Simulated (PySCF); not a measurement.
C₆H₇NO₂S (SMILES CS(=O)(=O)c1ccccn1)

The calculation's input:

```
{"job": {"xc": "B3LYP", "basis": "pcSseg-1", "solvent": "chloroform", "kind": "nmr", "pop": true}, "charge": 0, "multiplicity": 1}
C     -2.620457     0.831244     0.047151
S     -1.739197    -0.705455    -0.320625
O     -1.920011    -1.047155    -1.706360
O     -2.086893    -1.705821     0.653085
C      0.006579    -0.287118    -0.080506
C      0.965327    -1.262145    -0.284972
C      2.292250    -0.907334    -0.092748
C      2.583671     0.394117     0.291136
C      1.535805     1.285497     0.465994
N      0.266783     0.951247     0.283170
H     -3.678040     0.638537    -0.082054
H     -2.394043     1.101867     1.069000
H     -2.272624     1.584032    -0.646360
H      0.660547    -2.251703    -0.582495
H      3.082301    -1.628838    -0.238986
H      3.602342     0.710517     0.451401
H      1.708664     2.310540     0.764257
```

Run with:

```sh
OMP_NUM_THREADS=1 python ens_run.py task.json out
```

Geometry: GFN2-xTB.

Theory: B3LYP/pcSseg-1, SCF density, in a chloroform solvent model, non-relativistic in PySCF 2.14.0.

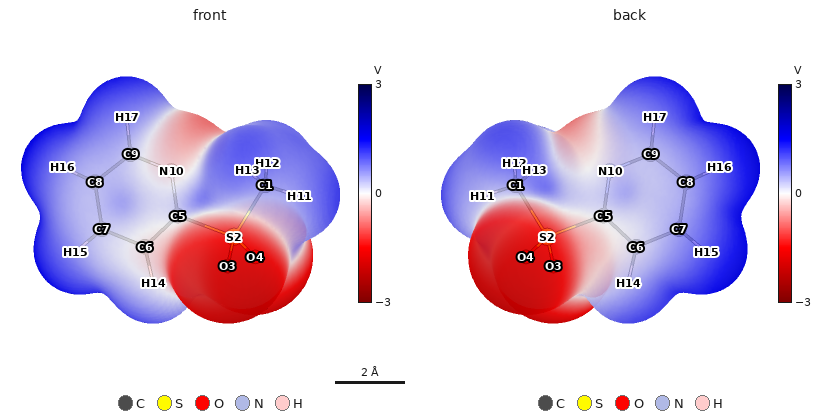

Figure 1. The molecular electrostatic potential painted on the density surface at 0.002 e/bohr³, seen from the front and from behind; red is negative and blue positive.

**Where is the surface potential most negative and most positive?**

The most negative region (about −2.1 V) lies over O3 and O4, the most positive (about +1.6 V) over H15 and H16.

**How polar is the molecule by this calculation?**

Its dipole moment is 5.92 D.

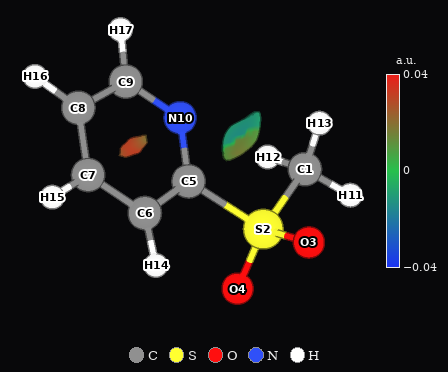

Figure 2. Non-covalent interaction (NCI) plot: the surface where the reduced density gradient is 0.5, for densities under 0.05 a.u., coloured by sign(λ₂)ρ; seen at a tilt.

**Identify the weak interactions.**

Between C1 and S2 on one side and N10 and C5 on the other: a weak contact, attractive (blue-green) on one side and crowded (olive to red) on the other; inside the ring or cage of C5, C6, C7, C8, C9 and N10: steric crowding (red).

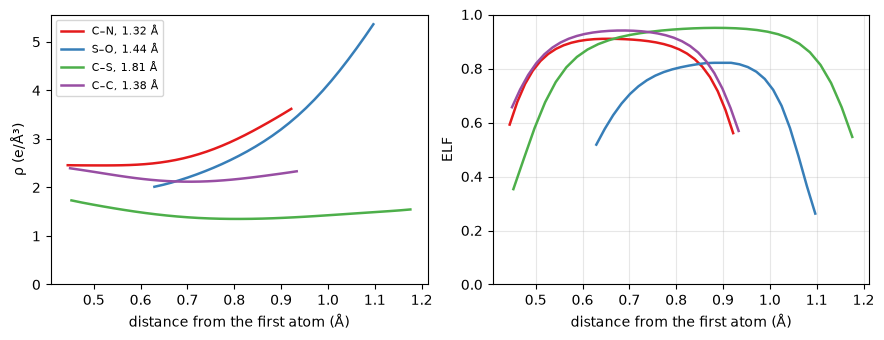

Figure 3. Total electron density and ELF along straight lines between neighbouring atoms. The curves leave out the atomic cores.

**Compare the contacts.**

C–N (1.32 Å): ρ is about 2.5 e/Å³ halfway; the ELF peaks at about 0.90 between the atoms; localised, covalent bonding.
S–O (1.44 Å): the density is about 2.3 e/Å³ at the midpoint; the ELF peaks at about 0.80 between the atoms; a short, strongly polar bond.
C–S (1.81 Å): ρ is about 1.4 e/Å³ halfway; the ELF peaks at about 0.95 between the atoms, as expected for a covalent bond.
C–C (1.38 Å): the density is about 2.1 e/Å³ at the midpoint; the ELF peaks at about 0.95 between the atoms, as expected for localised, covalent bonding.
